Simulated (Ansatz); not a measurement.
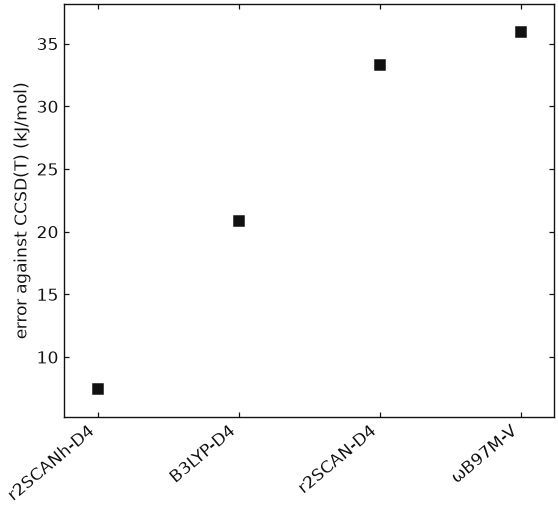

Error in the electronic atomisation energy (method less reference, so positive means overbinding) of B₂SiNH₅O, SMILES O[SiH]1BNB1: functionals in def2-TZVPP against frozen-core CCSD(T) at the limit (MP2 extrapolated from triple and quadruple zeta, plus CCSD(T) less MP2 in a smaller set), which gives 3738.4 kJ/mol, at a PBE0-D4/def2-TZVP geometry (a minimum by its frequencies), no zero-point or spin-orbit term, the Ansatz code 0.2.0. The reference leaves out core correlation, a term that grows with the number of heavy atoms.

Q: What range do the values span?

A: From 7.5 kJ/mol (r2SCANh-D4) to 35.9 kJ/mol (ωB97M-V).

Q: Which of these levels overbind, and which underbind?

A: Overbind: r2SCAN-D4 and ωB97M-V. Underbind: none clearly. Within 25 kJ/mol of zero, too close to call in view of what the reference leaves out: r2SCANh-D4 and B3LYP-D4.
